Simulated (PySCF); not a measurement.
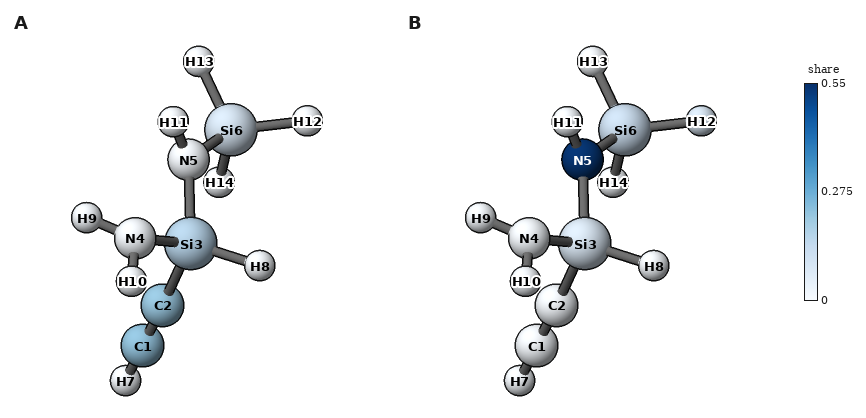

Each panel colours the atoms by their Löwdin share in one orbital (up to four of the largest shares; other atoms are shown as zero). The computed structure is the end point of a GFN2-xTB optimisation. No frequency run is at hand to confirm it as a minimum. Level of theory: PBE0/def2-SVPD (PySCF 2.14.0).

**The panels show the HOMO, LUMO, in some order. Which is which?**

A: LUMO, −0.27 eV; C1 0.22, C2 0.21, Si3 0.16, Si6 0.08
B: HOMO, −7.45 eV; N5 0.53, Si6 0.11, H12 0.08, Si3 0.07

The geometry is semi-empirical. Around Si such bond lengths and angles can be off by a tenth of an ångström or more and by several degrees, and values that hang on the shape move with them.
